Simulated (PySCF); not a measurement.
H5LiNSi, charge +1, SMILES `[Li+].[SiH3]N`.

Computed with PySCF, BP86/def2-TZVP, geometry: GFN2-xTB. The pair's geometry is semi-empirical, so its contact may be too short or too long. GFN2-xTB bond lengths at metals and heavier atoms can be off by up to 0.1 Å and shapes distorted, which carries into these values.

Cartesian coordinates (Å):

```
Li1     -2.4262   -0.8148    0.0003
Si2      0.8531   -0.1245   -0.0000
N3      -0.8835    0.4107   -0.0001
H4       0.9160   -0.9020    1.2380
H5       0.9159   -0.9027   -1.2376
H6       1.6978    1.0663    0.0005
H7      -1.0051    1.0249   -0.8045
H8      -1.0050    1.0254    0.8039
```

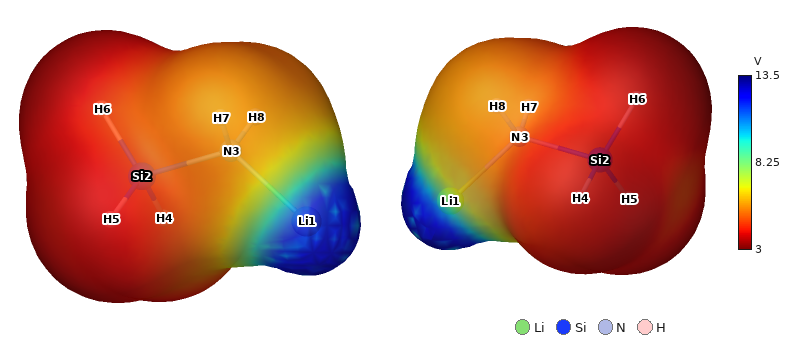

Electrostatic potential on the surface of electron density 0.001 a.u. (back view left, front view right).

Where are the extremes of the potential on the surface?

Answer. Highest: 13.10 V, 1.0 Å from Li1. Further maxima include 4.79 V, near Si2 (1.95 Å), H5 (2.10 Å) and H4 (2.15 Å). Lowest: 3.20 V, 1.4 Å from H6. The surface is sampled at points, so like sites can differ by a few per cent and only the strongest of them is named.

The PySCF run took 21 s on 1 thread of Intel(R) Xeon(R) Processor @ 2.50GHz (Skylake/Cascade Lake) (shared host), peak memory 0.41 GiB.
